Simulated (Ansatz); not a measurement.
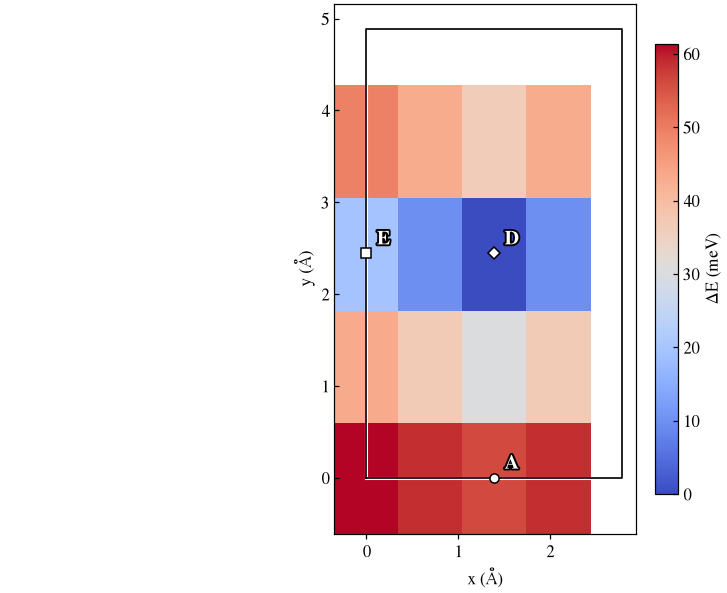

N₂ on a TiAl(101) slab cut from the P4/mmm phase, its upper half relaxed before the scan (12 atoms of substrate and one adsorbate in a 2 × 1 cell). N2 is moved over the surface cell at a fixed height above a rigid substrate; the origin of the map has the adsorbate above Al11; the height is held at 3.60 Å. Places are given modulo a cell vector. The map is drawn in real space over the plane of the surface. The grid has 4 × 4 points; 12 points were computed and 4 follow by symmetry. Places are given in fractions of the 1 × 1 surface cell. All energies are given in meV relative to the lowest grid point. At a fixed height the lowest place need not be the adsorption site. All numbers below come from DFT PBE+D3(BJ), scalar-relativistic, plane waves, PAW in Ansatz 0.2.0. Settings: cutoff 420 eV, k-mesh 5×6×1, gaussian smearing 0.1 eV, no spin polarisation.

Drawn: one coloured cell a grid point, the outline of one cell of the plane, lettered points.

Question: Is E the lowest point of the computed grid?

Answer: No. E lies 19.6 meV above the lowest grid point, which is at the top site over a surface Ti atom, (2/4, 2/4) of the cell vectors.

Question: Name the site at each letter.

Answer: A: a bridge site between two Al atoms; D: the top site over a surface Ti atom; E: a bridge site between two Ti atoms.

Question: Rank the lettered points by energy, lowest first.

Answer: D (0.0 meV), E (19.6 meV), A (56.3 meV).

PAW datasets: the set soft_1.
